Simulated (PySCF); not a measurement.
**doublet AlPNH4OF+: levels of theory compared**

We compute a comparison of 5 runs (UHF/STO-3G, UHF/3-21G, UB3LYP/6-31G*, UB2PLYP/def2-SVP, USCS-MP2/def2-SVP) of doublet AlPNH4OF+. 

Program for the calculation: PySCF 2.14.0.

3 further runs of the same task are left out: 3 set aside as unsound or not needed.

### Step 1. Starting point

The species is AlPNH4OF+ (9 atoms), meant as a doublet with charge +1. SMILES of the parent species: `[NH2][Al]([F])[PH]O`. Geometry: relaxed at PBE0-D4/def2-TZVP. This is one conformer, not always the lowest. That shape belongs to the parent species and isn't relaxed for this state.

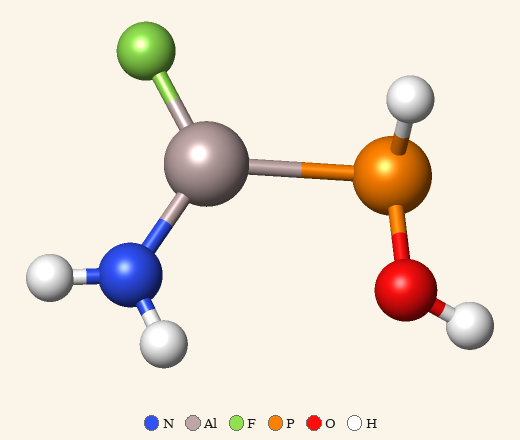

The structure, seen from a chosen angle (nitrogen blue, aluminium light grey, fluorine green, phosphorus orange, oxygen red, hydrogen white).

### Step 2. The energy at UHF/STO-3G (run 1)

job.py reads:

```python
from pyscf import gto

mol = gto.Mole()
mol.atom = '''
N      1.489200     1.004600    -0.185800
Al     0.882400    -0.572900     0.285200
F      1.905300    -1.677400     0.966000
P     -1.322700    -1.196100    -0.158400
O     -1.889900     0.351100    -0.471500
H      0.893900     1.722700    -0.565900
H      2.431700     1.338900    -0.072400
H     -1.643200    -1.310200     1.230300
H     -2.658100     0.293000    -1.044600
'''
mol.verbose = 3
mol.spin = 1
mol.charge = 1
mol.basis = 'sto-3g'
mol.max_memory = 1860
mol.build()

mf = mol.UHF()
mf.conv_tol = 1e-10
mf.kernel()
if not mf.converged:
    mf = mf.newton().run(mf.mo_coeff, mf.mo_occ)

energy = mf.e_tot
print('E(%s) = %.9f' % ('HF', energy))
```

Started as:

```console
OMP_NUM_THREADS=1 python job.py
```

Output:

```text
converged SCF energy = -803.758795538348  <S^2> = 0.75660336  2S+1 = 2.0065925
E(HF) = -803.758795538
```

It took 0.78 s on 1 thread of Arm Neoverse V2, shared host; peak memory 0.12 GiB.

### Step 3. A single-point energy at UHF/3-21G (run 2)

calc.py reads:

```python
from pyscf import gto

mol = gto.M(
    atom=[
    ('N', (1.489200, 1.004600, -0.185800)),
    ('Al', (0.882400, -0.572900, 0.285200)),
    ('F', (1.905300, -1.677400, 0.966000)),
    ('P', (-1.322700, -1.196100, -0.158400)),
    ('O', (-1.889900, 0.351100, -0.471500)),
    ('H', (0.893900, 1.722700, -0.565900)),
    ('H', (2.431700, 1.338900, -0.072400)),
    ('H', (-1.643200, -1.310200, 1.230300)),
    ('H', (-2.658100, 0.293000, -1.044600)),
],
    max_memory=1860,
    basis='3-21g',
    charge=1,
    verbose=3,
    spin=1,
)

mf = mol.UHF()
mf.conv_tol = 1e-10
mf.kernel()
if not mf.converged:
    mf = mf.newton().run(mf.mo_coeff, mf.mo_occ)

energy = mf.e_tot
print('Final energy', energy)
```

Started as:

```console
OMP_NUM_THREADS=1 python calc.py
```

Output:

```text
converged SCF energy = -809.222107321679  <S^2> = 0.7569475  2S+1 = 2.0069355
Final energy -809.2221073216792
```

It took 1 s on 1 thread of Arm Neoverse V2, shared host; peak memory 0.13 GiB.

Runs 3 to 4 aren't shown in full; the table further down has their settings and results.

### Step 4. The energy at USCS-MP2/def2-SVP (run 5)

calc.py reads:

```python
from pyscf import gto, mp

mol = gto.Mole()
mol.atom = '''
N    1.489200   1.004600  -0.185800
Al   0.882400  -0.572900   0.285200
F    1.905300  -1.677400   0.966000
P   -1.322700  -1.196100  -0.158400
O   -1.889900   0.351100  -0.471500
H    0.893900   1.722700  -0.565900
H    2.431700   1.338900  -0.072400
H   -1.643200  -1.310200   1.230300
H   -2.658100   0.293000  -1.044600
'''
mol.charge = 1
mol.max_memory = 1860
mol.spin = 1
mol.verbose = 4
mol.basis = 'def2-svp'
mol.build()

mf = mol.UHF()
mf.conv_tol = 1e-10
mf.kernel()
if not mf.converged:
    mf = mf.newton().run(mf.mo_coeff, mf.mo_occ)

pt = mp.MP2(mf, frozen=13).run()
etot = mf.e_tot + 1.2 * pt.e_corr_os + pt.e_corr_ss / 3
print('E(%s) = %.9f' % ('SCS-MP2', etot))
```

Started as:

```console
OMP_NUM_THREADS=1 python calc.py
```

Output:

```text
PySCF version 2.14.0

[... 117 lines left out ...]
converged SCF energy = -813.189932395172  <S^2> = 0.76292905  2S+1 = 2.0128875
[... 1 line left out ...]
******** <class 'pyscf.mp.ump2.UMP2'> ********
nocc = (np.int64(15), np.int64(14)), nmo = (85, 85)
frozen orbitals 13
E(UMP2) = -813.889345558767  E_corr = -0.699413163595018
E(SCS-UMP2) = -813.873749817015  E_corr = -0.683817421843781
E_corr(same-spin) = -0.179398124388739
E_corr(oppo-spin) = -0.520015039206279
E(SCS-MP2) = -813.873749817
```

Run time: 4.5 s. Hardware: 1 thread of Arm Neoverse V2, shared host; peak memory 0.27 GiB.

### Step 5. Overview of the runs

| run | level | integration grid | frozen core orbitals | energy (Eh) | HOMO energy (eV) | LUMO energy (eV) | ⟨S²⟩ | wall time |
| --- | --- | --- | --- | --- | --- | --- | --- | --- |
| 1 | UHF/STO-3G | – | – | -803.758796 | -12.85 | -4.25 | 0.757 | 0.78 s |
| 2 | UHF/3-21G | – | – | -809.222107 | -15.30 | -7.51 | 0.757 | 1 s |
| 3 | UB3LYP/6-31G* (spherical functions) | 5 | – | -815.788383 | -12.24 | -11.10 | 0.761 | 59 s |
| 4 | UB2PLYP/def2-SVP | 5 | 13 | -814.990288 | -13.32 | -9.90 | 0.758 | 72 s |
| 5 | USCS-MP2/def2-SVP | – | 13 | -813.873750 | -15.49 | -7.30 | 0.763 | 4.5 s |

### Step 6. Results

| quantity | value |
| --- | --- |
| run 5: total energy | -813.87375 Eh |
| run 5: HOMO energy (Hartree–Fock orbitals) (highest over α and β) | -15.49 eV |
| run 5: LUMO energy (Hartree–Fock orbitals) (lowest over α and β) | -7.30 eV |
| run 5: correlation energy (13 core orbitals frozen) | -683.8 mEh |
| run 5: ⟨S²⟩ of the reference determinant | 0.763 |

What this shows: Totals of different functionals can't be ranked against each other. In run 1 the basis is minimal, so the values are rough. All runs together took 2.3 min, the longest 72 s.
